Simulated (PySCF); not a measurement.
**C5H7F3OSi (SMILES O=C/C([SiH3])=C\CC(F)(F)F): density, localisation and related maps**

The calculation's input:

```
{"job": {"kind": "nmr", "xc": "PBE0", "basis": "pcSseg-1"}, "charge": 0, "multiplicity": 1}
O      0.335644     2.411317     0.802327
C      0.971883     1.403060     0.980561
C      0.998044     0.219714     0.115440
Si     2.624752    -0.759389     0.101804
C     -0.068961    -0.167766    -0.590524
C     -1.415998     0.487881    -0.590723
C     -2.482550    -0.508260    -0.175870
F     -2.566589    -1.555556    -1.012684
F     -2.254320    -1.017981     1.044534
F     -3.702711     0.045358    -0.138462
H      1.645958     1.310835     1.855344
H      2.482265    -1.839663    -0.870535
H      2.844928    -1.279380     1.451861
H      3.704065     0.153458    -0.275258
H     -0.007896    -1.063100    -1.197713
H     -1.451990     1.340310     0.089225
H     -1.663521     0.831192    -1.599238
```

Command:

```sh
OMP_NUM_THREADS=1 python probes_run.py task.json out
```

Geometry: GFN2-xTB.

Method: PBE0/pcSseg-1, SCF density, gas phase, non-relativistic in PySCF.

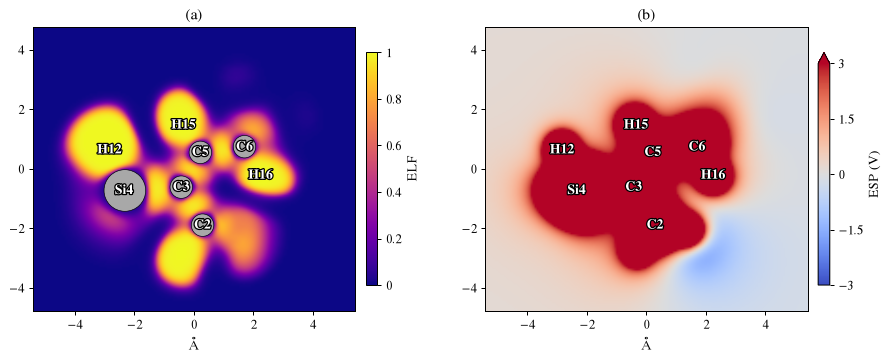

Figure 1. (a) electron localisation function; (b) molecular electrostatic potential on the plane of atoms C3, Si4 and H12. Grey discs cover the atomic cores in the ELF map.

> Read the bonding off the picture.

The section cuts through C, Si and H sites. C–C (1.34 Å): the ELF peaks at about 0.90 between the atoms: a short, multiple covalent bond. C–Si (1.90 Å): the ELF peaks at about 0.95 between the atoms; a shared electron pair. C–H (1.08 Å): the ELF climbs to about 1 towards the hydrogen, as it does in any bond to H (an ordinary covalent bond to hydrogen). C–C (1.47 Å): the ELF peaks at about 0.95 between the atoms; a shared electron pair. C–C (1.50 Å): the ELF peaks at about 0.95 between the atoms (localised, covalent bonding). The ELF also peaks beside O1, away from the bonds: lone-pair regions. Outside the dense part of the molecule the potential is most negative (−1.4 V) near O1, which lies off the plane.

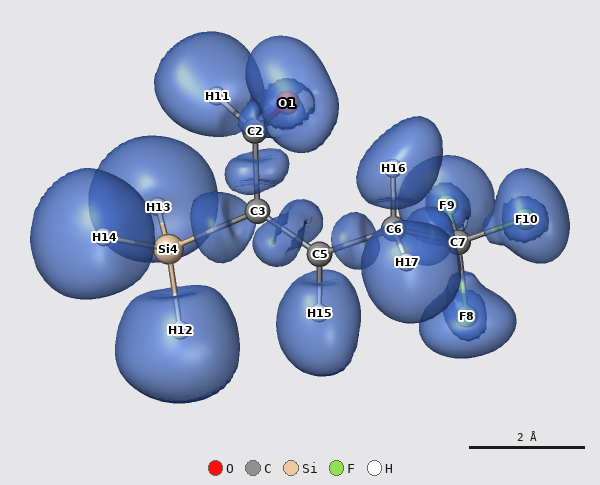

Figure 2. Isosurface of the electron localisation function at 0.75 (blue), seen at a tilt. Only the valence region is drawn (cores and ρ < 0.01 e/Å³ removed).

> What do the ELF domains correspond to?

At this value the surface marks out four regions between bonded C–C atoms (shared pairs), one region between bonded C–Si atoms (shared pairs), seven regions around hydrogen nuclei, three regions on F in which the atom's valence shell and bonds are merged and one region on O in which the atom's valence shell and bonds are merged.


C–O (1.21 Å): the ELF peaks at about 0.85 between the atoms; a short, multiple covalent bond.

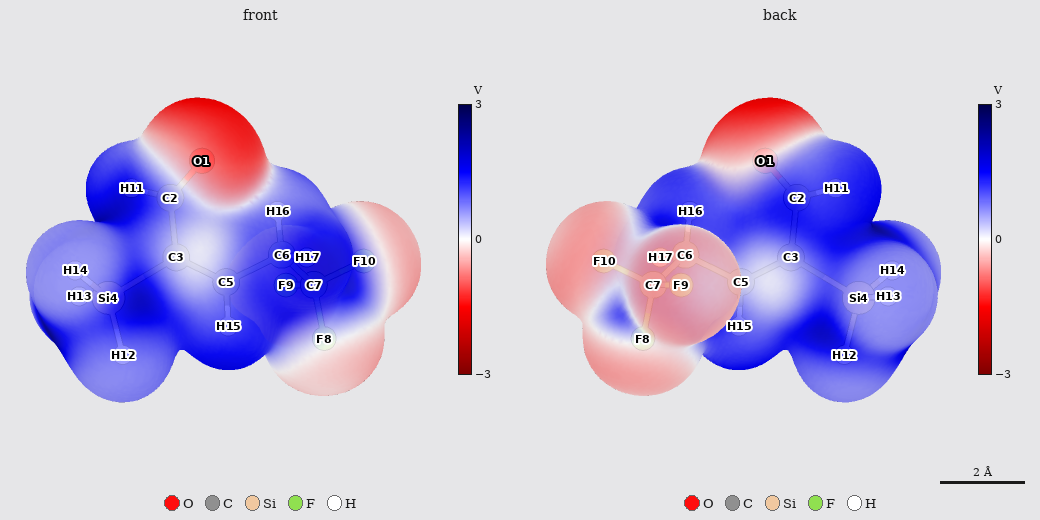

Figure 3. The electrostatic potential painted on the density surface at 0.004 e/bohr³, seen from the front and from behind; red is negative and blue positive.

> Describe the electrostatic potential map.

The most negative region (about −1.6 V) lies over O1, the most positive (about +2.3 V) over Si4. O1 is the likeliest acceptor of a hydrogen bond.
